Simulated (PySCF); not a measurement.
**C$_{2}$H$_{6}$O$_{2}$SSi: density, localisation and related maps**

Input file:

```
{"job": {"kind": "nmr", "xc": "PBE0", "basis": "pcSseg-1"}, "charge": 0, "multiplicity": 1}
C      2.541455     0.596383     0.004970
S      1.010852     1.129210     0.835586
Si    -0.331370    -0.225479    -0.087214
O     -1.749752     0.225402     0.646280
C     -2.868641    -0.385171     0.348987
O     -2.973499    -1.276162    -0.437372
H      2.735223    -0.446096     0.231121
H      2.444524     0.738942    -1.065458
H      3.342908     1.215880     0.391667
H     -0.422178     0.001218    -1.522727
H     -0.015794    -1.606701     0.249195
H     -3.712530     0.031888     0.923069
```

Run with:

```sh
OMP_NUM_THREADS=1 python probes_run.py task.json out
```

Geometry: GFN2-xTB.

Theory: PBE0/pcSseg-1, SCF density, gas phase, non-relativistic (PySCF 2.14.0).

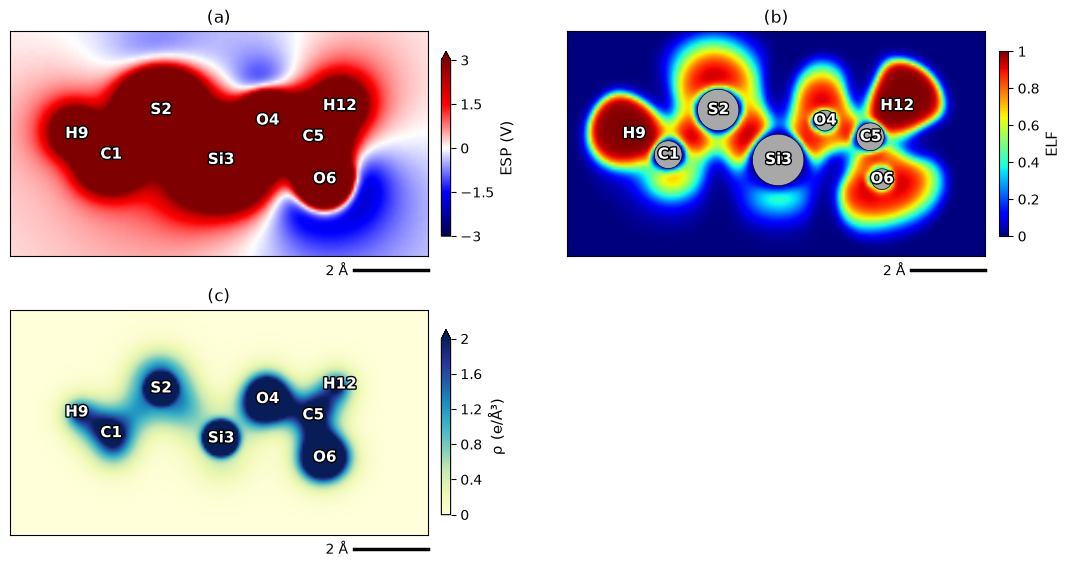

Figure 1. (a) electrostatic potential; (b) electron localisation function; (c) electron density on the plane of atoms S2, C1 and H9. Grey discs cover the atomic cores in the ELF map.

> What do the fields say about this system?

- The plane passes through C, S, Si, O and H nuclei.
- C–O (1.19 Å): ρ is about 3.4 e/Å³ halfway; the ELF peaks at about 0.85 between the atoms (a short, multiple covalent bond).
- Si–O (1.66 Å): ρ at the midpoint is about 1.1 e/Å³; the ELF peaks at about 0.90 between the atoms (a shared but strongly polarised pair).
- C–S (1.82 Å): the density is about 1.2 e/Å³ at the midpoint; the ELF peaks at about 0.90 between the atoms; a covalent bond.
- Si–S (2.12 Å): the density is about 0.9 e/Å³ at the midpoint; the ELF peaks at about 0.95 between the atoms; a shared electron pair.
- C–H (1.08 Å): ρ is about 2 e/Å³ halfway; the ELF climbs to about 1 towards the hydrogen, as it does in any bond to H; an ordinary covalent bond to hydrogen.
- The ELF also peaks beside O6, O4 and S2, away from the bonds: lone-pair regions.
- Outside the dense part of the molecule the potential is most negative (−1.9 V) near O6.

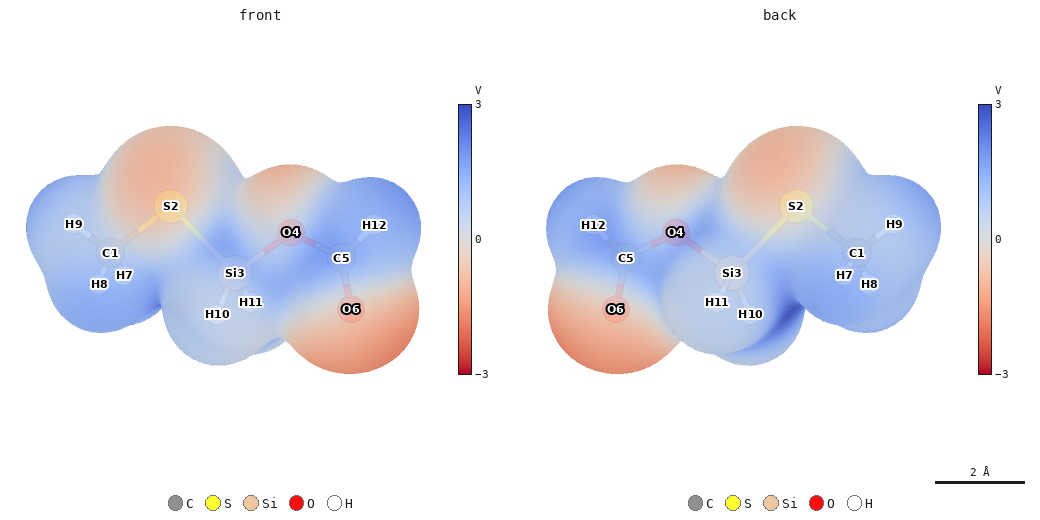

Figure 2. The electrostatic potential painted on the density surface at 0.004 e/bohr³, seen from the front and from behind; the colour scale runs from red (negative) to blue (positive).

> Describe the electrostatic potential map.

The most negative region (about −1.7 V) lies over O6, the most positive (about +2.6 V) over Si3. O6 is the likeliest acceptor of a hydrogen bond.
